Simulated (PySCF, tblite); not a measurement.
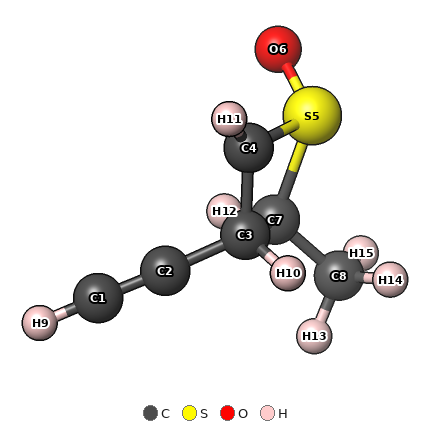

First-order isotropic EPR spectrum (fast tumbling, first derivative) of C₆H₇OS, SMILES C#C[C@@H]1[CH][S@](=O)[C@H]1C, doublet at 9.75 GHz, Lorentzian lines of 0.06 mT full width at half height, from computed g and hyperfine couplings (B3LYP/pcH-1 in PySCF, at a GFN2-xTB geometry (a minimum by its frequencies), gas phase); values of one conformer, averaged over methyl-type rotors alone; no vibrational averaging; dilute isotopes left out. The SMILES is one Lewis form and needn't show where the spin sits.

> Give g and the hyperfine couplings.

g_iso = 2.0023, which centres the spectrum at 347.9 mT; it spans 5.9 mT.

| nuclei | isotope | a (mT) | a (MHz) |
| --- | --- | --- | --- |
| H10 | ¹H | 3.80 | 106.6 |
| H11 | ¹H | −1.80 | −50.3 |
| H12 | ¹H | −0.22 | −6.2 |
| H9 | ¹H | 0.03 | 0.9 |
| H13, H14, H15 | ¹H | 0.03 | 0.8 |

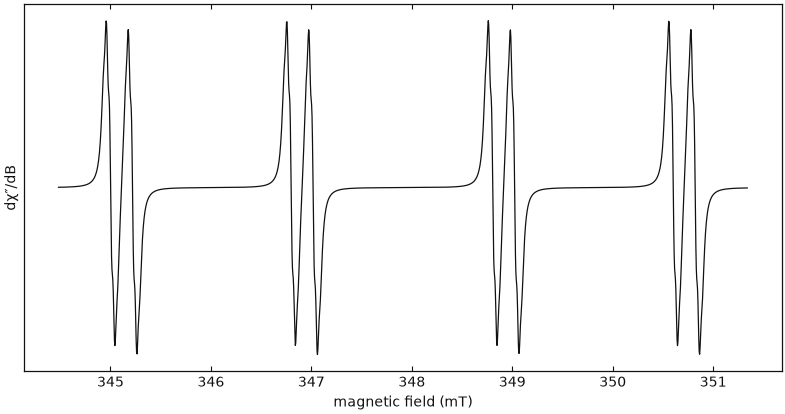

Note: the tight-binding geometry is rougher than a DFT one and adds to the error.
